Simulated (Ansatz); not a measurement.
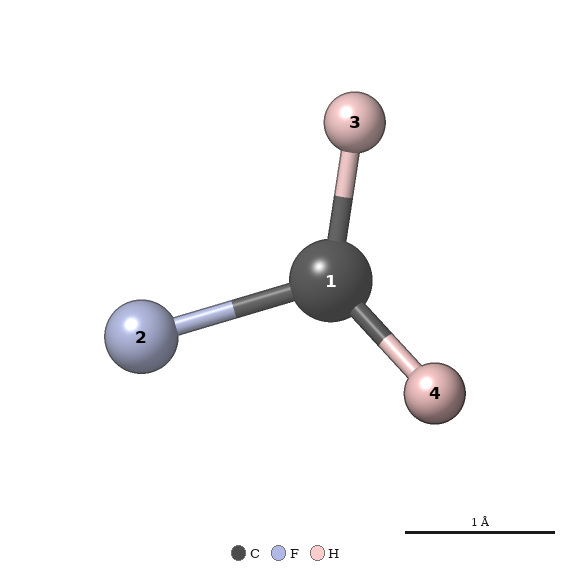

Orthographic view. Depth is shown by fading: the farther an atom, the more it takes the colour of the background. State: neutral, doublet. The computed structure is the end point of a PBE0-D4/def2-TZVP optimisation.

Give the geometry as a Z-matrix, atoms in numerical order, with these reference atoms: 2 to 1; 3 to 1, 2; 4 to 1, 3, 2.

```
C  
F    1   1.331
H    1   1.082   2   115.1
H    1   1.082   3   124.6   2  -153.0
```
